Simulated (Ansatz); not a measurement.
# H2O (triplet): correlated methods under varied settings

What do other methods and options give for H2O (triplet) at this geometry, and how long do they take?

Computed with Ansatz 0.2.0, Gaussian basis. Level: the settings change from run to run.

12 further runs of the same task are left out: 1 for a mislabelled method, 3 that didn't finish, 8 set aside as unsound or not needed.

## (1) What is computed

The geometry is a PBE0/def2-TZVP stationary point (not a proven minimum) of the parent state, kept for this charge and spin.

3 atoms, charge 0, spin multiplicity 3.

Atoms are counted from 1 here; the program's logs count them from 0.

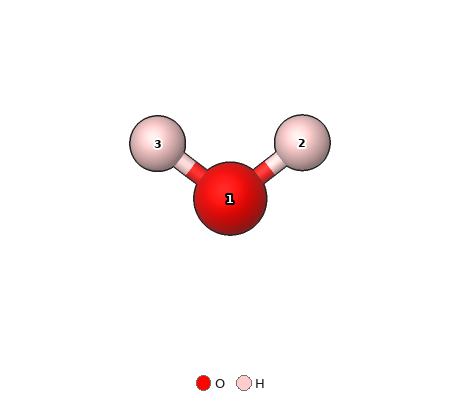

The geometry (oxygen red, hydrogen pink); atoms are numbered from 1 in the order of the file.

Coordinates:

```
O     0.0000   -0.0653    0.0000
H     0.0000    0.5184   -0.7615
H     0.0000    0.5184    0.7615
```

## (2) CCSD(T) on ROHF/cc-pVDZ

File in.yaml:

```yaml
crystal:
  periodic: [false, false, false]
  atoms:
    - {symbol: O, position_ang: [0.000000, -0.065318, 0.000000]}
    - {symbol: H, position_ang: [0.000000, 0.518410, -0.761550]}
    - {symbol: H, position_ang: [0.000000, 0.518410, 0.761550]}
basis:
  gaussian: {orbitals: cc-pVDZ}
magnetization: {spin_polarized: false, initial_magnetization: 2}
correlation: {method: ccsd_t, electrons: outside_noble_gas}
accuracy: high
scf: {lower_state_search: off}
```

Run with:

```sh
$ ansatz run in.yaml --threads 1 --pin off --events-out ev --progress --plain --max-ram 2393MiB
```

The program printed, shortened:

```text
Functional definition: HF
  name "HF"
  cite "Fock, Z. Phys. 61, 126 (1930) doi:10.1007/BF01340294"
  parent pbe
[...]
435 factors; integrals over basis functions are off by at most 2.6e-9 eV
[...]
mean field -2061.95230724 eV, -75.7753496495 hartree, gradient 6.5e-9 eV, S^2 2.000000; 0 other end points of the search recorded, 0 dependent functions left out
1 core orbitals not correlated: weight in the atoms' cores, before any rotation towards them, 1.000 or more for the frozen orbitals, at most 0.000 for the correlated occupied ones
reference -2061.95230724 eV, -75.7753496495 hartree; 5, 3 occupied and 18, 20 virtual orbitals, 435 factors
second order -4.51199300 eV of doubles, -0.10309279 eV of singles
cycle   1  -4.92895123 eV  change   -3.1e-1 eV  update   3.4e-2
[...]
cycle  19  -5.04660315 eV  change  -1.0e-10 eV  update  3.8e-10
perturbative correction -0.07842581 eV, -0.0028820953 hartree
Total energy: -2067.07733619 eV, -75.9636909897 hartree
Checks for a lower state left out: stability, starts, cluster_reference, orbital_swaps, neighbouring_geometries, increment
```

Run time: 0.33 s. Hardware: 1 thread of Intel Xeon 6975P-C, shared host.

From the report: correlation -5.1250 eV; T1 0.012; largest double amplitude 0.03.

## (3) MP2 on UHF/cc-pVDZ

File in.yaml:

```yaml
crystal:
  periodic: [false, false, false]
  atoms:
    - {symbol: O, position_ang: [0.000000, -0.065318, 0.000000]}
    - {symbol: H, position_ang: [0.000000, 0.518410, -0.761550]}
    - {symbol: H, position_ang: [0.000000, 0.518410, 0.761550]}
basis:
  gaussian: {orbitals: cc-pVDZ}
magnetization: {spin_polarized: true, initial_magnetization: 2}
correlation: {method: mp2, electrons: all}
output: {forces: true}
```

The command is unchanged.

The program printed, shortened:

```text
Functional definition: HF
  name "HF"
  cite "Fock, Z. Phys. 61, 126 (1930) doi:10.1007/BF01340294"
  parent pbe
[...]
217 factors; integrals over basis functions are off by at most 1.1e-3 eV
[...]
mean field -2062.09649565 eV, -75.7806484759 hartree, gradient 2.1e-6 eV, S^2 2.005381; 2 other end points of the search recorded, 0 dependent functions left out
reference -2062.09649565 eV, -75.7806484759 hartree; 6, 4 occupied and 18, 20 virtual orbitals, 217 factors
second order -4.51234050 eV of doubles, -0.00000000 eV of singles
[...]
Total energy: -2066.60883615 eV, -75.9464739306 hartree
Atom 0 at     0.000000    -0.065318     0.000000 Å, force    -0.000000    -6.836765    -0.000000 eV/Å
Atom 1 at     0.000000     0.518410    -0.761550 Å, force     0.000000     3.418383    -4.339715 eV/Å
Atom 2 at     0.000000     0.518410     0.761550 Å, force     0.000000     3.418383     4.339715 eV/Å
Dipole moment:     0.000000    -0.104689     0.000000 e Å
```

Run time: 0.09 s. Hardware: 1 thread of Intel Xeon 6975P-C, shared host.

From the report: ⟨S²⟩ of the determinant 2.005 (pure triplet: 2.00).

## (4) MRCISD+Q(8,6)/6-31++G**

File in.yaml:

```yaml
crystal:
  periodic: [false, false, false]
  atoms:
    - {symbol: O, position_ang: [0.000000, -0.065318, 0.000000]}
    - {symbol: H, position_ang: [0.000000, 0.518410, -0.761550]}
    - {symbol: H, position_ang: [0.000000, 0.518410, 0.761550]}
basis:
  gaussian: {orbitals: "6-31++G**", point_charges: [{charge: 1.00, position_ang: [4.137, 0.110, -0.654]}]}
magnetization: {spin_polarized: false, initial_magnetization: 2}
correlation: {method: fic_mrcisd_q, electrons: outside_noble_gas, active_space: {window: {electrons: 8, orbitals: 6}}}
```

Launched as before.

The program printed, shortened:

```text
Functional definition: HF
  name "HF"
  cite "Fock, Z. Phys. 61, 126 (1930) doi:10.1007/BF01340294"
  parent pbe
[...]
279 factors; integrals over basis functions are off by at most 8.5e-4 eV
[...]
mean field -2062.93520362 eV, -75.8114704252 hartree, gradient 9.8e-6 eV, S^2 2.000000; 0 other end points of the search recorded, 0 dependent functions left out
reference -2062.93520362 eV, -75.8114704252 hartree; 6, 4 occupied and 25, 27 virtual orbitals, 279 factors
state -2063.51145732 eV, -75.8326473583 hartree
contracted CI cycle   1: correlation 0.00000000 eV, 0.0000000000 hartree, residual 2.17e1 eV
contracted CI cycle   2: correlation -3.94349481 eV, -0.1449207614 hartree, residual 4.02e0 eV
contracted CI cycle   3: correlation -4.09304471 eV, -0.1504166187 hartree, residual 9.07e-1 eV
contracted CI cycle   4: correlation -4.10278999 eV, -0.1507747512 hartree, residual 2.56e-1 eV
contracted CI cycle   5: correlation -4.10352633 eV, -0.1508018113 hartree, residual 6.38e-2 eV
contracted CI cycle   6: correlation -4.10357103 eV, -0.1508034540 hartree, residual 1.76e-2 eV
contracted CI cycle   7: correlation -4.10357487 eV, -0.1508035948 hartree, residual 4.94e-3 eV
contracted CI cycle   8: correlation -4.10357517 eV, -0.1508036060 hartree, residual 1.46e-3 eV
contracted CI cycle   9: correlation -4.10357520 eV, -0.1508036070 hartree, residual 4.10e-4 eV
state -2063.51145732 eV, -75.8326473583 hartree; corrected -2067.79328446 eV, -75.9900016033 hartree
Total energy: -2067.79328446 eV, -75.9900016033 hartree
```

It took 0.51 s on 1 thread of Intel Xeon 6975P-C, shared host.

From the report: 225 determinants; active occupations 2.00, 2.00, 1.98, 1.00, 1.00, 0.02.

## (5) CCSD(T) on ROHF/cc-pVDZ

File in.yaml:

```yaml
crystal:
  periodic: [false, false, false]
  atoms:
    - {symbol: O, position_ang: [0.000000, -0.065318, 0.000000]}
    - {symbol: H, position_ang: [0.000000, 0.518410, -0.761550]}
    - {symbol: H, position_ang: [0.000000, 0.518410, 0.761550]}
basis:
  gaussian: {orbitals: cc-pVDZ}
magnetization: {spin_polarized: false, initial_magnetization: 2}
correlation: {method: ccsd_t, electrons: outside_noble_gas}
scf: {lower_state_search: off}
```

Launched as before.

The program printed, shortened:

```text
Functional definition: HF
  name "HF"
  cite "Fock, Z. Phys. 61, 126 (1930) doi:10.1007/BF01340294"
  parent pbe
[...]
217 factors; integrals over basis functions are off by at most 1.1e-3 eV
[...]
mean field -2061.95225255 eV, -75.7753476396 hartree, gradient 2.1e-6 eV, S^2 2.000000; 0 other end points of the search recorded, 0 dependent functions left out
1 core orbitals not correlated: weight in the atoms' cores, before any rotation towards them, 1.000 or more for the frozen orbitals, at most 0.000 for the correlated occupied ones
reference -2061.95225255 eV, -75.7753476396 hartree; 5, 3 occupied and 18, 20 virtual orbitals, 217 factors
second order -4.51198242 eV of doubles, -0.10309486 eV of singles
cycle   1  -4.92895872 eV  change   -3.1e-1 eV  update   3.4e-2
[...]
cycle   9  -5.04661303 eV  change   -9.3e-7 eV  update   2.0e-6
perturbative correction -0.07842684 eV, -0.0028821332 hartree
Total energy: -2067.07729242 eV, -75.9636893810 hartree
Checks for a lower state left out: stability, starts, cluster_reference, orbital_swaps, neighbouring_geometries, increment
```

It took 0.33 s on 1 thread of Intel Xeon 6975P-C, shared host.

From the report: correlation -5.1250 eV; T1 0.012; largest double amplitude 0.03.

## (6) CCSDT(Q) on UHF/STO-3G

File in.yaml:

```yaml
crystal:
  periodic: [false, false, false]
  atoms:
    - {symbol: O, position_ang: [0.000000, -0.065318, 0.000000]}
    - {symbol: H, position_ang: [0.000000, 0.518410, -0.761550]}
    - {symbol: H, position_ang: [0.000000, 0.518410, 0.761550]}
basis:
  gaussian: {orbitals: STO-3G}
magnetization: {spin_polarized: true, initial_magnetization: 2}
correlation: {method: ccsdt_q, electrons: all}
```

Same command.

The program printed, shortened:

```text
Functional definition: HF
  name "HF"
  cite "Fock, Z. Phys. 61, 126 (1930) doi:10.1007/BF01340294"
  parent pbe
[...]
92 factors; integrals over basis functions are off by at most 3.3e-8 eV
[...]
mean field -2029.52270017 eV, -74.5835835714 hartree, gradient 9.7e-7 eV, S^2 2.005443; 2 other end points of the search recorded, 0 dependent functions left out
determinant -2029.52270017 eV, -74.5835835714 hartree, with singles and doubles -2030.43962887 eV, -74.6172800797 hartree
determinant -2026.64091953 eV, -74.4776800862 hartree, with singles and doubles -2027.64688322 eV, -74.5146485700 hartree
determinant -2026.50275271 eV, -74.4726025493 hartree, with singles and doubles -2027.51529808 eV, -74.5098129054 hartree
reference -2029.52270017 eV, -74.5835835714 hartree; 6, 4 occupied and 1, 3 virtual orbitals, 92 factors
second order -0.56147174 eV of doubles, -0.00000000 eV of singles
cycle   1  -0.76099171 eV  change   -2.0e-1 eV  update   3.8e-2
[...]
cycle  10  -0.92303082 eV  change    3.3e-7 eV  update   2.5e-7
perturbative correction -0.00000000 eV, -0.0000000002 hartree
Total energy: -2030.44573099 eV, -74.6175043285 hartree
```

It took 0.27 s on 1 thread of Intel Xeon 6975P-C, shared host.

From the report: ⟨S²⟩ of the determinant 2.005 (pure triplet: 2.00); correlation -0.9230 eV; T1 0.006; largest double amplitude 0.08.

## (7) HF/cc-pVDZ

Changes to in.yaml since step 6:

```diff
@@ -7,4 +7,5 @@
 basis:
-  gaussian: {orbitals: STO-3G}
+  gaussian: {orbitals: cc-pVDZ, fitting: {mean_field: def2-universal-jkfit}}
 magnetization: {spin_polarized: true, initial_magnetization: 2}
-correlation: {method: ccsdt_q, electrons: all}
+hamiltonian: {xc: hf}
+output: {orbitals: {seedname: orbitals}}
```

Launched as before.

The program printed:

```text
Functional definition: HF
  name "HF"
  cite "Fock, Z. Phys. 61, 126 (1930) doi:10.1007/BF01340294"
  parent pbe
  exchange = exact_x
  correlation = 0
113 factors; integrals over basis functions are off by at most 2.1e-1 eV
mean field evaluation 1: about -2061.5980 eV, gradient 9.2e0 eV
mean field evaluation 2: about -2062.0381 eV, gradient 2.7e0 eV
mean field evaluation 4: about -2062.0938 eV, gradient 3.7e-1 eV
mean field evaluation 8: about -2060.9969 eV, gradient 5.8e0 eV
mean field evaluation 16: about -2060.4800 eV, gradient 2.8e0 eV
mean field -2062.09573399 eV, -75.7806204855 hartree, gradient 1.1e-5 eV, S^2 2.005382; 0 other end points of the search recorded, 0 dependent functions left out
reference -2062.09573399 eV, -75.7806204855 hartree; 6, 4 occupied and 18, 20 virtual orbitals, 113 factors
Total energy: -2062.09573399 eV, -75.7806204855 hartree
```

Wall time 0.06 s (1 thread of Intel Xeon 6975P-C, shared host).

From the report: ⟨S²⟩ of the determinant 2.005 (pure triplet: 2.00).

## (8) CASCI(2,3)/6-31G

File in.yaml:

```yaml
crystal:
  periodic: [false, false, false]
  atoms:
    - {symbol: O, position_ang: [0.000000, -0.065318, 0.000000]}
    - {symbol: H, position_ang: [0.000000, 0.518410, -0.761550]}
    - {symbol: H, position_ang: [0.000000, 0.518410, 0.761550]}
basis:
  gaussian: {orbitals: 6-31G}
magnetization: {spin_polarized: false, initial_magnetization: 2}
correlation: {active_space: {window: {electrons: 2, orbitals: 3}, fixed_orbitals: true}}
output: {forces: true}
```

Same command.

The program printed, shortened:

```text
Functional definition: HF
  name "HF"
  cite "Fock, Z. Phys. 61, 126 (1930) doi:10.1007/BF01340294"
  parent pbe
[...]
139 factors; integrals over basis functions are off by at most 2.9e-4 eV
[...]
a density is far from that of the atoms, so the factors are made again for it
158 factors; integrals over basis functions are off by at most 6.3e-5 eV
[...]
mean field -2060.57008952 eV, -75.7245540851 hartree, gradient 3.2e-6 eV, S^2 2.000000; 1 other end points of the search recorded, 0 dependent functions left out
reference -2060.57008952 eV, -75.7245540851 hartree; 6, 4 occupied and 7, 9 virtual orbitals, 158 factors
state -2060.57008952 eV, -75.7245540851 hartree
[...]
Total energy: -2060.57008952 eV, -75.7245540851 hartree
Atom 0 at     0.000000    -0.065318     0.000000 Å, force    -0.000000    -6.190304    -0.000000 eV/Å
Atom 1 at     0.000000     0.518410    -0.761550 Å, force     0.000000     3.095152    -4.906398 eV/Å
Atom 2 at     0.000000     0.518410     0.761550 Å, force     0.000000     3.095152     4.906398 eV/Å
Dipole moment:     0.000000    -0.022048    -0.000000 e Å
```

Wall time 0.09 s (1 thread of Intel Xeon 6975P-C, shared host).

From the report: 2 determinants; active occupations 1.00, 1.00, 0.00. With so small a space the active step adds no correlation: the energy is the mean field's.

## (9) CCSDT on ROHF/def2-SVP

Changes to in.yaml since step 8:

```diff
@@ -7,5 +7,5 @@
 basis:
-  gaussian: {orbitals: 6-31G}
+  gaussian: {orbitals: def2-SVP}
 magnetization: {spin_polarized: false, initial_magnetization: 2}
-correlation: {active_space: {window: {electrons: 2, orbitals: 3}, fixed_orbitals: true}}
+correlation: {method: ccsdt, electrons: outside_noble_gas}
 output: {forces: true}
```

Same command.

The program printed, shortened:

```text
Functional definition: HF
  name "HF"
  cite "Fock, Z. Phys. 61, 126 (1930) doi:10.1007/BF01340294"
  parent pbe
[...]
386 factors; integrals over basis functions are off by at most 1.3e-7 eV
[...]
mean field -2060.11194594 eV, -75.7077176192 hartree, gradient 1.3e-6 eV, S^2 2.000000; 4 other end points of the search recorded, 0 dependent functions left out
determinant -2060.11194594 eV, -75.7077176192 hartree, with singles and doubles -2065.12214152 eV, -75.8918389109 hartree
determinant -2057.79213469 eV, -75.6224661281 hartree, with singles and doubles -2062.83302424 eV, -75.8077154024 hartree
determinant -2057.78944219 eV, -75.6223671807 hartree, with singles and doubles -2062.78902432 eV, -75.8060984351 hartree
1 core orbitals not correlated: weight in the atoms' cores, before any rotation towards them, 1.000 or more for the frozen orbitals, at most 0.000 for the correlated occupied ones
reference -2060.11194594 eV, -75.7077176192 hartree; 5, 3 occupied and 18, 20 virtual orbitals, 386 factors
second order -4.47306092 eV of doubles, -0.10366873 eV of singles
cycle   1  -4.89206720 eV  change   -3.1e-1 eV  update   3.9e-2
[...]
cycle  12  -5.09588051 eV  change    6.6e-7 eV  update   3.6e-7
[...]
Total energy: -2065.20782645 eV, -75.8949877738 hartree
Atom 0 at     0.000000    -0.065318     0.000000 Å, force     0.000000    -6.849254     0.000000 eV/Å
Atom 1 at     0.000000     0.518410    -0.761550 Å, force    -0.000000     3.424627    -4.365336 eV/Å
Atom 2 at     0.000000     0.518410     0.761550 Å, force    -0.000000     3.424627     4.365336 eV/Å
Dipole moment:     0.000000    -0.146568     0.000000 e Å
```

Run time: 3.6 s. Hardware: 1 thread of Intel Xeon 6975P-C, shared host.

From the report: correlation -5.0959 eV; T1 0.013; largest double amplitude 0.04.

## (10) CCSDT on UHF/cc-pVDZ

Changes to in.yaml since step 9:

```diff
@@ -7,5 +7,6 @@
 basis:
-  gaussian: {orbitals: def2-SVP}
-magnetization: {spin_polarized: false, initial_magnetization: 2}
+  gaussian: {orbitals: cc-pVDZ}
+magnetization: {spin_polarized: true, initial_magnetization: 2}
 correlation: {method: ccsdt, electrons: outside_noble_gas}
+scf: {lower_state_search: off}
 output: {forces: true}
```

The command is unchanged.

The program printed, shortened:

```text
Functional definition: HF
  name "HF"
  cite "Fock, Z. Phys. 61, 126 (1930) doi:10.1007/BF01340294"
  parent pbe
[...]
388 factors; integrals over basis functions are off by at most 1.2e-7 eV
[...]
mean field -2062.09654689 eV, -75.7806503591 hartree, gradient 2.1e-6 eV, S^2 2.005381; 0 other end points of the search recorded, 0 dependent functions left out
1 core orbitals not correlated: weight in the atoms' cores, before any rotation towards them, 1.000 or more for the frozen orbitals, at most 0.000 for the correlated occupied ones
reference -2062.09654689 eV, -75.7806503591 hartree; 5, 3 occupied and 18, 20 virtual orbitals, 388 factors
second order -4.45357891 eV of doubles, -0.00000000 eV of singles
cycle   1  -4.78012288 eV  change   -3.3e-1 eV  update   3.9e-2
[...]
cycle  12  -4.98970595 eV  change    4.9e-7 eV  update   3.2e-7
[...]
Total energy: -2067.08625285 eV, -75.9640186708 hartree
Atom 0 at     0.000000    -0.065318     0.000000 Å, force     0.000000    -7.055669     0.000000 eV/Å
Atom 1 at     0.000000     0.518410    -0.761550 Å, force    -0.000000     3.527835    -4.476023 eV/Å
Atom 2 at     0.000000     0.518410     0.761550 Å, force     0.000000     3.527835     4.476023 eV/Å
Dipole moment:    -0.000000    -0.110535     0.000000 e Å
Checks for a lower state left out: starts, cluster_reference, orbital_swaps, neighbouring_geometries, increment
```

Wall time 3.5 s (1 thread of Intel Xeon 6975P-C, shared host).

From the report: ⟨S²⟩ of the determinant 2.005 (pure triplet: 2.00); correlation -4.9897 eV; T1 0.008; largest double amplitude 0.03.

## (11) All runs side by side

Where basis and cores are those of an earlier UCCSDT(Q)/cc-pVDZ run (-2067.0929 eV), and the state is the same kind, the miss against it is given.

```csv
level,correlated,functions,energy (eV),from UCCSDT(Q) (meV),time
CCSD(T) on ROHF/cc-pVDZ,outside noble gas,24,-2067.0773,15.6,0.33 s
MP2 on UHF/cc-pVDZ,all,24,-2066.6088,,0.09 s
"MRCISD+Q(8,6)/6-31++G** (beside a point charge)",outside noble gas,31,-2067.7933,,0.51 s
CCSD(T) on ROHF/cc-pVDZ,outside noble gas,24,-2067.0773,15.6,0.33 s
CCSDT(Q) on UHF/STO-3G,all,7,-2030.4457,,0.27 s
HF/cc-pVDZ,,24,-2062.0957,4997.2,0.06 s
"CASCI(2,3)/6-31G",,13,-2060.5701,,0.09 s
CCSDT on ROHF/def2-SVP,outside noble gas,24,-2065.2078,,3.6 s
CCSDT on UHF/cc-pVDZ,outside noble gas,24,-2067.0863,6.7,3.5 s
```

## (12) What came out

```
quantity                          value
    runs                              9
quickest             HF/cc-pVDZ, 0.06 s
 slowest  CCSDT on ROHF/def2-SVP, 3.6 s
```

What this shows: Total energies in different bases, with other cores or another treatment of relativity can't be set against each other. CCSDT on ROHF/def2-SVP took 60 times as long as HF/cc-pVDZ; the jobs differ in more than the method. Among the correlated runs with a miss given, it spans +7 to +16 meV. Hartree-Fock, CASSCF and CASCI lack dynamic correlation by design.
